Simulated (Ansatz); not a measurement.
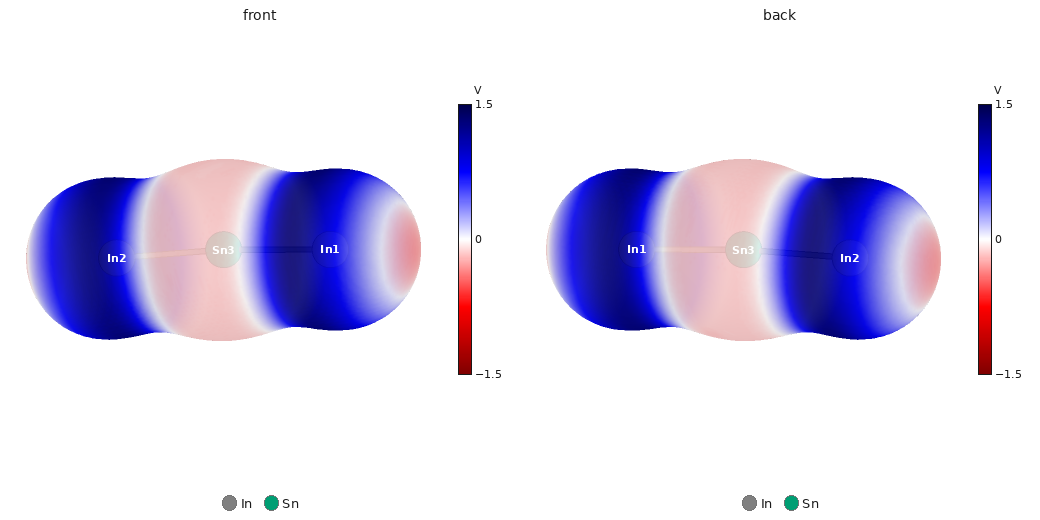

Figure. In$_{2}$Sn (triplet). The electrostatic potential painted on the density surface at 0.002 e/bohr³, seen from the front and from behind; red is negative and blue positive.

Geometry: PBE0-D4/def2-SVP; core potentials replace the inner electrons of In and Sn.

Level of theory: Ansatz 0.2.0, UKS PBE0-D4/def2-TZVP.

Question: Which sites attract a positive test charge, and which a negative one?

Answer: A positive charge is drawn to the negative regions and a negative charge to the positive ones. The most negative region (about −0.3 V) lies over Sn3, the most positive (about +1.3 V) over In1 and In2.
